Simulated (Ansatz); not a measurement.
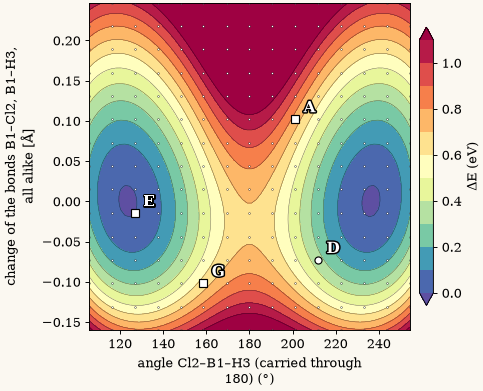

BClH, SMILES [BH]Cl, spin multiplicity 2. The first coordinate is: angle Cl2–B1–H3 (carried through 180); the second: change of the bonds B1–Cl2, B1–H3, all alike. Nothing is relaxed (all other coordinates rigid). The scan uses a 15 × 15 grid; 120 points were computed and 105 follow by symmetry. Points are written as (first, second). Energies: eV, counted from the lowest grid point. Method: Ansatz, UKS PBE0-D4/def2-TZVP.

The picture shows filled contours, dots at the grid points, one colour for all values above the top of the scale, lettered points. Between grid points the surface is interpolated.

Is E the lowest point of the computed grid?

Yes. E, at (126.8°, −0.015 Å), has the lowest energy of the grid.

What kind of point is each of A, D, E, G: minimum, saddle, maximum or slope?

A: on a slope; D: on a slope; E: minimum; G: on a slope. (In these two coordinates alone; a stationary point may lie a little off the grid point.)
